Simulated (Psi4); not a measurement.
## CH5OSi (charge +1): interaction calculation (part 2 of 2)

The same run, continued: CH5OSi, charge +1; SAPT2+(3)DMP2/jun-cc-pVDZ, RHF (Psi4 1.11). The geometry comes from this level: GFN2-xTB.

Geometry of the input (Å):
```
Si 1.2032  0.3311  -0.8522
H  1.9942  1.1101  0.0976
H  1.5127  -1.0807  -1.0503
H  0.3419  1.0226  -1.8053
C  -1.3023  -0.3608  0.9170
O  -2.0393  -0.9453  0.2235
H  -0.2745  0.0092  0.5006
H  -1.4358  -0.0862  1.9690
```

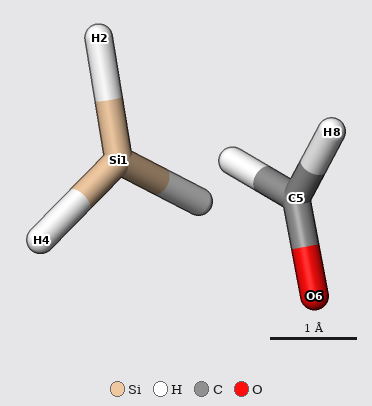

Fig. 1: The structure as given in the input (stick view, seen at a tilt; atoms are numbered from 1 in the order of the input).

## Log, continued
```
 L = 1.  Multiply by 2.5417464519 to convert [e a0] to [Debye]
 Dipole X            :        -36.8993898           39.1043673            2.2049774
 Dipole Y            :        -10.1371588           10.7466268            0.6094680
 Dipole Z            :         26.2053342          -27.7566375           -1.5513033
 Magnitude           :                                                    2.7640403

 ------------------------------------------------------------------------------------

	total time  =          1 seconds =       0.02 minutes

  //>>>>>>>>>>>>>>>>>>>>>>>>>>>>>>>>>>>//
  //               DFMP2               //
  //<<<<<<<<<<<<<<<<<<<<<<<<<<<<<<<<<<<//

   => Auxiliary Basis Set <=

  Basis Set: (JUN-CC-PVDZ AUX)
    Blend: JUN-CC-PVDZ-RI
    Number of shells: 99
    Number of basis functions: 285
    Number of Cartesian functions: 327
    Spherical Harmonics?: true
    Max angular momentum: 3

	 --------------------------------------------------------
	                 NBF =    83, NAUX =   285
	 --------------------------------------------------------
	   CLASS    FOCC     OCC    AOCC    AVIR     VIR    FVIR
	   PAIRS       5       8       3      75      75       0
	 --------------------------------------------------------

	 Will attempt to load fitting metric from file 97.

	-----------------------------------------------------------
	 ==================> DF-MP2 Energies <====================
	-----------------------------------------------------------
	 Reference Energy          =    -290.3457361717681806 [Eh]
	 Singles Energy            =      -0.0000000000000000 [Eh]
	 Same-Spin Energy          =      -0.0061453412073080 [Eh]
	 Opposite-Spin Energy      =      -0.0777917146359073 [Eh]
	 Correlation Energy        =      -0.0839370558432153 [Eh]
	 Total Energy              =    -290.4296732276113744 [Eh]
	-----------------------------------------------------------
	 ================> DF-SCS-MP2 Energies <==================
	-----------------------------------------------------------
	 SCS Same-Spin Scale       =       0.3333333333333333 [-]
	 SCS Opposite-Spin Scale   =       1.2000000000000000 [-]
	 SCS Same-Spin Energy      =      -0.0020484470691027 [Eh]
	 SCS Opposite-Spin Energy  =      -0.0933500575630887 [Eh]
	 SCS Correlation Energy    =      -0.0953985046321914 [Eh]
	 SCS Total Energy          =    -290.4411346764003952 [Eh]
	-----------------------------------------------------------

	total time  =          0 seconds =       0.00 minutes

  //>>>>>>>>>>>>>>>>>>>>>>>>>>>>>>>>>>>//
  //            Monomer B HF           //
  //<<<<<<<<<<<<<<<<<<<<<<<<<<<<<<<<<<<//

  ==> Geometry <==

    Molecular point group: c1
    Full point group: C1

    Geometry (in Angstrom), charge = 0, multiplicity = 1:

       Center              X                  Y                   Z               Mass
    ------------   -----------------  -----------------  -----------------  -----------------
      Gh(SI)          1.203170000000     0.331060000000    -0.852160000000    27.976926534650
      Gh(H)           1.994210000000     1.110060000000     0.097630000000     1.007825032230
      Gh(H)           1.512660000000    -1.080660000000    -1.050300000000     1.007825032230
      Gh(H)           0.341890000000     1.022630000000    -1.805270000000     1.007825032230
         C           -1.302270000000    -0.360750000000     0.917040000000    12.000000000000
         O           -2.039340000000    -0.945280000000     0.223450000000    15.994914619570
         H           -0.274490000000     0.009180000000     0.500560000000     1.007825032230
         H           -1.435830000000    -0.086250000000     1.969050000000     1.007825032230

  Running in c1 symmetry.

  Rotational constants: A =      0.83215  B =      0.09310  C =      0.08648 [cm^-1]
  Rotational constants: A =  24947.10524  B =   2790.92983  C =   2592.69618 [MHz]
  Nuclear repulsion =   31.797924987523729

  Charge       = 0
  Multiplicity = 1
  Electrons    = 16
  Nalpha       = 8
  Nbeta        = 8

  ==> Iterations <==

                           Total Energy        Delta E     RMS |[F,P]|

   @DF-RHF iter SAD:  -113.16684319512756   -1.13167e+02   0.00000e+00
   @DF-RHF iter   1:  -113.81379751430977   -6.46954e-01   4.67635e-03 ADIIS/DIIS
   @DF-RHF iter   2:  -113.84429840783189   -3.05009e-02   3.74980e-03 ADIIS/DIIS
   @DF-RHF iter   3:  -113.87892372426651   -3.46253e-02   2.79431e-04 ADIIS/DIIS
   @DF-RHF iter   4:  -113.87939392855613   -4.70204e-04   6.90622e-05 DIIS
   @DF-RHF iter   5:  -113.87942642349390   -3.24949e-05   2.96388e-05 DIIS
   @DF-RHF iter   6:  -113.87943616674652   -9.74325e-06   1.20597e-05 DIIS
   @DF-RHF iter   7:  -113.87943748559516   -1.31885e-06   2.24389e-06 DIIS
   @DF-RHF iter   8:  -113.87943752411584   -3.85207e-08   1.90912e-07 DIIS
   @DF-RHF iter   9:  -113.87943752439426   -2.78419e-10   3.01817e-08 DIIS
   @DF-RHF iter  10:  -113.87943752440211   -7.84439e-12   6.28344e-09 DIIS
  Energy and wave function converged.

  ==> Post-Iterations <==

    Orbital Energies [Eh]
    ---------------------

    Doubly Occupied:

       1A    -20.590243     2A    -11.354945     3A     -1.440476
       4A     -0.862359     5A     -0.694107     6A     -0.666152
       7A     -0.557310     8A     -0.433241

    Virtual:

       9A      0.038682    10A      0.052029    11A      0.052631
      12A      0.064067    13A      0.087319    14A      0.097882
      15A      0.107270    16A      0.165501    17A      0.170425
      18A      0.194608    19A      0.230380    20A      0.251553
      21A      0.254944    22A      0.269899    23A      0.278592
      24A      0.298143    25A      0.328837    26A      0.332179
      27A      0.337197    28A      0.389532    29A      0.410704
      30A      0.479688    31A      0.562996    32A      0.781485
      33A      0.784863    34A      0.839848    35A      0.872649
      36A      0.919195    37A      0.935798    38A      0.987687
      39A      0.999845    40A      1.006790    41A      1.028140
      42A      1.057569    43A      1.095334    44A      1.109187
      45A      1.188214    46A      1.194027    47A      1.241591
      48A      1.415348    49A      1.444651    50A      1.449345
      51A      1.467254    52A      1.693966    53A      1.765539
      54A      1.823685    55A      1.833755    56A      1.838603
      57A      1.866106    58A      1.916595    59A      1.935367
      60A      1.985557    61A      1.986224    62A      2.056409
      63A      2.070695    64A      2.137790    65A      2.168983
      66A      2.264622    67A      2.268066    68A      2.496442
      69A      2.657692    70A      2.736916    71A      2.775420
      72A      2.960857    73A      2.965020    74A      3.038218
      75A      3.169739    76A      3.461892    77A      3.798747
      78A      3.994630    79A      4.595744    80A     13.813660
      81A     14.162967    82A     14.166025    83A    103.570373

    Final Occupation by Irrep:
              A
    DOCC [     8 ]
    NA   [     8 ]
    NB   [     8 ]

  @DF-RHF Final Energy:  -113.87943752440211

   => Energetics <=

    Nuclear Repulsion Energy =             31.7979249875237286
    One-Electron Energy =                -218.1570583375302590
    Two-Electron Energy =                  72.4796958256044093
    Total Energy =                       -113.8794375244021069

Computation Completed

Properties will be evaluated at   0.000000,   0.000000,   0.000000 [a0]

Properties computed using the SCF density matrix

 Multipole Moments:

 ------------------------------------------------------------------------------------
     Multipole            Electronic (a.u.)      Nuclear  (a.u.)        Total (a.u.)
 ------------------------------------------------------------------------------------

 L = 1.  Multiply by 2.5417464519 to convert [e a0] to [Debye]
 Dipole X            :         49.4668266          -48.8279908            0.6388358
 Dipole Y            :         19.0517040          -18.5265159            0.5251881
 Dipole Z            :        -17.7851121           18.4426876            0.6575755
 Magnitude           :                                                    1.0565696

 ------------------------------------------------------------------------------------

	total time  =          0 seconds =       0.00 minutes

  //>>>>>>>>>>>>>>>>>>>>>>>>>>>>>>>>>>>//
  //               DFMP2               //
  //<<<<<<<<<<<<<<<<<<<<<<<<<<<<<<<<<<<//

   => Auxiliary Basis Set <=

  Basis Set: (JUN-CC-PVDZ AUX)
    Blend: JUN-CC-PVDZ-RI
    Number of shells: 99
    Number of basis functions: 285
    Number of Cartesian functions: 327
    Spherical Harmonics?: true
    Max angular momentum: 3

	 --------------------------------------------------------
	                 NBF =    83, NAUX =   285
	 --------------------------------------------------------
	   CLASS    FOCC     OCC    AOCC    AVIR     VIR    FVIR
	   PAIRS       2       8       6      75      75       0
	 --------------------------------------------------------

	 Will attempt to load fitting metric from file 97.

	-----------------------------------------------------------
	 ==================> DF-MP2 Energies <====================
	-----------------------------------------------------------
	 Reference Energy          =    -113.8794375244021069 [Eh]
	 Singles Energy            =      -0.0000000000000000 [Eh]
	 Same-Spin Energy          =      -0.0793736128389247 [Eh]
	 Opposite-Spin Energy      =      -0.2385974243943231 [Eh]
	 Correlation Energy        =      -0.3179710372332478 [Eh]
	 Total Energy              =    -114.1974085616353563 [Eh]
	-----------------------------------------------------------
	 ================> DF-SCS-MP2 Energies <==================
	-----------------------------------------------------------
	 SCS Same-Spin Scale       =       0.3333333333333333 [-]
	 SCS Opposite-Spin Scale   =       1.2000000000000000 [-]
	 SCS Same-Spin Energy      =      -0.0264578709463082 [Eh]
	 SCS Opposite-Spin Energy  =      -0.2863169092731877 [Eh]
	 SCS Correlation Energy    =      -0.3127747802194960 [Eh]
	 SCS Total Energy          =    -114.1922123046216058 [Eh]
	-----------------------------------------------------------

	total time  =          0 seconds =       0.00 minutes
  Constructing Basis Sets for SAPT...

   => Loading Basis Set <=

    Name: (JUN-CC-PVDZ AUX)
    Role: RIFIT
    Keyword: DF_BASIS_SAPT

   => Loading Basis Set <=

    Name: (JUN-CC-PVDZ AUX)
    Role: JKFIT
    Keyword: DF_BASIS_ELST

  //>>>>>>>>>>>>>>>>>>>>>>>>>>>>>>>>>>>//
  //           SAPT2+(3)DMP2           //
  //<<<<<<<<<<<<<<<<<<<<<<<<<<<<<<<<<<<//

      SAPT2+(3)
     6 June 2009

      Orbital Information
  --------------------------
    NSO        =        83
    NMO        =        83
    NRI        =       285
    NOCC A     =         8
    NOCC B     =         8
    FOCC A     =         5
    FOCC B     =         2
    NVIR A     =        75
    NVIR B     =        75

    Estimated memory usage: 21.5 MB

    Natural Orbital Cutoff:   1.000E-06
    Disp(T3) Truncation:            Yes
    CCD (vv|vv) Truncation:         Yes
    MBPT T2 Truncation:             Yes

    Monomer A: 43 virtual orbitals dropped
    Monomer B: 32 virtual orbitals dropped

    Elst10,r            =     0.013361543149 [Eh]
    Exch10 (S^2)        =     0.015134740579 [Eh]
    Exch10              =     0.015305724294 [Eh]
    Ind20,r (A<-B)      =    -0.000890364810 [Eh]
    Ind20,r (B<-A)      =    -0.041087171594 [Eh]
    Ind20,r             =    -0.041977536404 [Eh]
    Exch-Ind20,r (A<-B) =     0.000527930854 [Eh]
    Exch-Ind20,r (B<-A) =     0.018331075720 [Eh]
    Exch-Ind20,r        =     0.018859006574 [Eh]
    Disp20              =    -0.004452737674 [Eh]
    Disp20 (NO)         =    -0.004142229390 [Eh]
    Exch-Disp20         =     0.000291348490 [Eh]
    Elst12,r            =    -0.005605313168 [Eh]
    Exch11              =     0.000286846078 [Eh]
    Exch12              =     0.001272237562 [Eh]
    Ind22               =    -0.003731415985 [Eh]
    Disp21              =    -0.000082482597 [Eh]
    Disp22 (SDQ)        =     0.000099842517 [Eh]

    (i =   1 of   6)          0 seconds
    (i =   2 of   6)          0 seconds
    (i =   3 of   6)          0 seconds
    (i =   4 of   6)          0 seconds
    (i =   5 of   6)          0 seconds
    (i =   6 of   6)          0 seconds

    Disp220 (T)         =    -0.000182122964 [Eh]

    (i =   1 of   3)          0 seconds
    (i =   2 of   3)          0 seconds
    (i =   3 of   3)          0 seconds

    Disp202 (T)         =    -0.000295495048 [Eh]

    Disp22 (T)          =    -0.000477618012 [Eh]

    Est. Disp220 (T)    =    -0.000195775199 [Eh]
    Est. Disp202 (T)    =    -0.000317645839 [Eh]

    Est. Disp22 (T)     =    -0.000513421038 [Eh]
    Elst13,r            =     0.000988583466 [Eh]
    Disp30              =     0.000133664743 [Eh]

    SAPT Results
  --------------------------------------------------------------------------------------------------------
    Electrostatics                  8.74481345 [mEh]       5.48745328 [kcal/mol]      22.95950454 [kJ/mol]
      Elst10,r                     13.36154315 [mEh]       8.38449491 [kcal/mol]      35.08072670 [kJ/mol]
      Elst12,r                     -5.60531317 [mEh]      -3.51738712 [kcal/mol]     -14.71674770 [kJ/mol]
      Elst13,r                      0.98858347 [mEh]       0.62034549 [kcal/mol]       2.59552553 [kJ/mol]

    Exchange                       16.86480793 [mEh]      10.58282675 [kcal/mol]      44.27854713 [kJ/mol]
      Exch10                       15.30572429 [mEh]       9.60448700 [kcal/mol]      40.18517360 [kJ/mol]
      Exch10(S^2)                  15.13474058 [mEh]       9.49719310 [kcal/mol]      39.73625591 [kJ/mol]
      Exch11(S^2)                   0.28684608 [mEh]       0.17999863 [kcal/mol]       0.75311427 [kJ/mol]
      Exch12(S^2)                   1.27223756 [mEh]       0.79834112 [kcal/mol]       3.34025926 [kJ/mol]

    Induction                     -41.90545941 [mEh]     -26.29607278 [kcal/mol]    -110.02276852 [kJ/mol]
      Ind20,r                     -41.97753640 [mEh]     -26.34130178 [kcal/mol]    -110.21200664 [kJ/mol]
      Ind22                        -3.73141599 [mEh]      -2.34149888 [kcal/mol]      -9.79683132 [kJ/mol]
      Exch-Ind20,r                 18.85900657 [mEh]      11.83420529 [kcal/mol]      49.51431494 [kJ/mol]
      Exch-Ind22                    1.67639182 [mEh]       1.05195175 [kcal/mol]       4.40136611 [kJ/mol]
      delta HF,r (2)              -12.37117115 [mEh]      -7.76302710 [kcal/mol]     -32.48050539 [kJ/mol]
      delta MP2,r (2)              -4.36073426 [mEh]      -2.73640206 [kcal/mol]     -11.44910621 [kJ/mol]

    Dispersion                     -4.52378556 [mEh]      -2.83871830 [kcal/mol]     -11.87719735 [kJ/mol]
      Disp20                       -4.45273767 [mEh]      -2.79413507 [kcal/mol]     -11.69066115 [kJ/mol]
      Disp30                        0.13366474 [mEh]       0.08387589 [kcal/mol]       0.35093674 [kJ/mol]
      Disp21                       -0.08248260 [mEh]      -0.05175861 [kcal/mol]      -0.21655803 [kJ/mol]
      Disp22 (SDQ)                  0.09984252 [mEh]       0.06265213 [kcal/mol]       0.26213649 [kJ/mol]
      Disp22 (T)                   -0.47761801 [mEh]      -0.29970983 [kcal/mol]      -1.25398592 [kJ/mol]
      Est. Disp22 (T)              -0.51342104 [mEh]      -0.32217657 [kcal/mol]      -1.34798675 [kJ/mol]
      Exch-Disp20                   0.29134849 [mEh]       0.18282394 [kcal/mol]       0.76493536 [kJ/mol]

  Total HF                         -6.82243354 [mEh]      -4.28114168 [kcal/mol]     -17.91229679 [kJ/mol]
  Total SAPT0                     -10.98382273 [mEh]      -6.89245282 [kcal/mol]     -28.83802259 [kJ/mol]
  Total SAPT2                     -17.08507642 [mEh]     -10.72104731 [kcal/mol]     -44.85686196 [kJ/mol]
  Total SAPT2+                    -17.58113754 [mEh]     -11.03233037 [kcal/mol]     -46.15927025 [kJ/mol]
  Total SAPT2+(3)                 -16.45888933 [mEh]     -10.32810898 [kcal/mol]     -43.21280798 [kJ/mol]
  Total SAPT2+dMP2                -21.94187180 [mEh]     -13.76873242 [kcal/mol]     -57.60837646 [kJ/mol]
  Total SAPT2+(3)dMP2             -20.81962359 [mEh]     -13.06451104 [kcal/mol]     -54.66191420 [kJ/mol]

  Special recipe for scaled SAPT0 (see Manual):
    Electrostatics sSAPT0          13.36154315 [mEh]       8.38449491 [kcal/mol]      35.08072670 [kJ/mol]
    Exchange sSAPT0                15.30572429 [mEh]       9.60448700 [kcal/mol]      40.18517360 [kJ/mol]
    Induction sSAPT0              -34.84327767 [mEh]     -21.86448684 [kcal/mol]     -91.48101292 [kJ/mol]
    Dispersion sSAPT0              -4.15140274 [mEh]      -2.60504455 [kcal/mol]     -10.89950639 [kJ/mol]
  Total sSAPT0                    -10.32741297 [mEh]      -6.48054948 [kcal/mol]     -27.11461901 [kJ/mol]
  --------------------------------------------------------------------------------------------------------

	total time  =          2 seconds =       0.03 minutes

Warning! sapt2+(3)dmp2 does not have an associated derived wavefunction. The returned wavefunction is the dimer SCF wavefunction.

[set-up sections that repeat, and orbital energies of the middle runs, are left out above]
```

## Standard output
```
sapt2+(3)dmp2 energy: -0.0208196236 Eh
```

## Summary

- outcome: converged
- SCF energy: −404.231996 hartree
- MP2 energy: −114.197409 hartree
- correlation energy: −0.317971 hartree
- hardware: 1 thread of Intel Xeon (Granite Rapids), 64 GiB of memory available, shared host
- wall time: 4.2 s
- peak memory: 0.31 GiB
